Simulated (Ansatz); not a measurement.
**CH3Cl3Si (methyltrichlorosilane) at HF/3-21G**

Aim: the energy change on altering one bond length of CH3Cl3Si (methyltrichlorosilane) at HF/3-21G, from 2 runs. 

The calculation is run with Ansatz 0.2.0.

80 further runs of the same task are left out: 6 that didn't finish, 74 set aside as unsound or not needed.

## 1. The system as given

CH3Cl3Si: 8 atoms, total charge 0, spin state singlet. SMILES: `C[Si](Cl)(Cl)Cl`. The shape is that of a PBE0-D4/def2-TZVP optimisation.

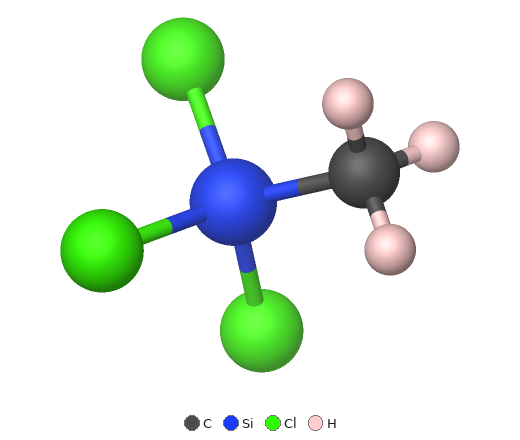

The structure, seen from a chosen angle (carbon dark grey, silicon blue, chlorine green, hydrogen pink).

## 2. The energy at HF/3-21G

Contents of run.yaml:

```yaml
crystal:
  periodic: [false, false, false]
  atoms:
    - {symbol: C, position_ang: [-0.728900, -0.279600, 0.686100]}
    - {symbol: Si, position_ang: [0.568900, 0.197900, -0.528700]}
    - {symbol: Cl, position_ang: [2.360400, -0.640000, -0.033600]}
    - {symbol: Cl, position_ang: [0.065900, -0.429500, -2.402200]}
    - {symbol: Cl, position_ang: [0.801200, 2.223000, -0.573800]}
    - {symbol: H, position_ang: [-0.844500, -1.365200, 0.700800]}
    - {symbol: H, position_ang: [-0.448300, 0.061100, 1.684800]}
    - {symbol: H, position_ang: [-1.682600, 0.175200, 0.410800]}
basis:
  gaussian: {orbitals: 3-21G.json}
hamiltonian: {xc: hf}
accuracy: high
output: {orbitals: {seedname: orbitals}}
```

The basis set 3-21G is read from a file made from the Basis Set Exchange's data (not shown).

Launch:

```sh
$ ansatz run run.yaml --threads 1 --pin off --max-ram 3480MiB --events-out events.jsonl --progress --plain --runs-dir runs
```

What it wrote:

```text
Warning: RAYON_NUM_THREADS=1 ignored (pool sized by the plan → 1); use --threads N
Functional definition: HF
  name "HF"
  exchange = exact_x
  correlation = 0
1547 factors; integrals over basis functions are off by at most 5.0e-9 eV
mean field evaluation 1: about -46225.2357 eV, gradient 2.4e1 eV
mean field evaluation 2: about -46225.4599 eV, gradient 2.4e1 eV
mean field evaluation 4: about -46227.3843 eV, gradient 1.3e0 eV
mean field evaluation 8: about -46227.3992 eV, gradient 1.5e-3 eV
mean field -46227.39920131 eV, -1698.8255865917 hartree, gradient 1.8e-8 eV, S^2 0.000000; 0 other end points of the search recorded, 0 dependent functions left out
reference -46227.39920131 eV, -1698.8255865917 hartree; 37, 37 occupied and 30, 30 virtual orbitals, 1547 factors
Total energy: -46227.39920131 eV, -1698.8255865917 hartree
```

It took 1.5 s on 1 thread of Arm Neoverse V1, shared host; peak memory 0.19 GiB.

## 3. The distorted shape, same level

Contents of input.yaml:

```yaml
crystal:
  periodic: [false, false, false]
  atoms:
    - symbol: C
      position_ang: [-0.326503, 0.222316, 2.184889]
    - symbol: Si
      position_ang: [0.971297, 0.699816, 0.970089]
    - symbol: Cl
      position_ang: [2.762797, -0.138084, 1.465189]
    - symbol: Cl
      position_ang: [0.065900, -0.429500, -2.402200]
    - symbol: Cl
      position_ang: [1.203597, 2.724916, 0.924989]
    - symbol: H
      position_ang: [-0.442103, -0.863284, 2.199589]
    - symbol: H
      position_ang: [-0.045903, 0.563016, 3.183589]
    - symbol: H
      position_ang: [-1.280203, 0.677116, 1.909589]
basis:
  gaussian: {orbitals: 3-21G.json}
hamiltonian: {xc: hf}
accuracy: high
output: {orbitals: {seedname: orbitals}}
```

The basis set 3-21G is read from a file made from the Basis Set Exchange's data (not shown).

Launch:

```sh
$ ansatz run input.yaml --threads 1 --pin off --max-ram 3480MiB --events-out events.jsonl --progress --plain --runs-dir runs
```

What it wrote:

```text
Warning: RAYON_NUM_THREADS=1 ignored (pool sized by the plan → 1); use --threads N
[... 4 set-up lines as earlier in the session ...]
1496 factors; integrals over basis functions are off by at most 6.5e-9 eV
mean field evaluation 1: about -46219.6648 eV, gradient 2.9e1 eV
mean field evaluation 2: about -46219.8178 eV, gradient 3.0e1 eV
mean field evaluation 4: about -46223.5305 eV, gradient 3.1e0 eV
mean field evaluation 8: about -46223.6129 eV, gradient 6.6e-2 eV
mean field evaluation 16: about -46223.6129 eV, gradient 5.9e-8 eV
mean field -46223.61290307 eV, -1698.6864426978 hartree, gradient 5.9e-8 eV, S^2 0.000000; 0 other end points of the search recorded, 0 dependent functions left out
reference -46223.61290307 eV, -1698.6864426978 hartree; 37, 37 occupied and 30, 30 virtual orbitals, 1496 factors
Total energy: -46223.61290307 eV, -1698.6864426978 hartree
```

Wall time 1.5 s (1 thread of Arm Neoverse V1, shared host); peak memory 0.18 GiB.

## 4. Summary of results

At HF/3-21G:

| quantity | value |
| --- | --- |
| first shape: total energy | -1698.82559 Eh |
| first shape: HOMO energy | -12.96 eV |
| first shape: LUMO energy | 3.39 eV |
| first shape: HOMO–LUMO gap | 16.35 eV |
| distorted shape: total energy | -1698.68644 Eh |
| distorted shape: HOMO energy | -9.46 eV |
| distorted shape: LUMO energy | -2.73 eV |
| distorted shape: HOMO–LUMO gap | 6.72 eV |
| energy change with the Si2–Cl4 bond stretched from 2.039 to 3.670 Å | 3.786 eV |

What this shows: One bond (distorted shape) is far stretched, which a spin-restricted single reference describes badly; a broken-symmetry solution may lie lower. With the Si2–Cl4 bond stretched from 2.039 to 3.670 Å the energy rises by 3.79 eV (365 kJ/mol). The first shape isn't relaxed at this level, so the change isn't measured from a minimum. A restricted reference can't describe the breaking bond well at this length.
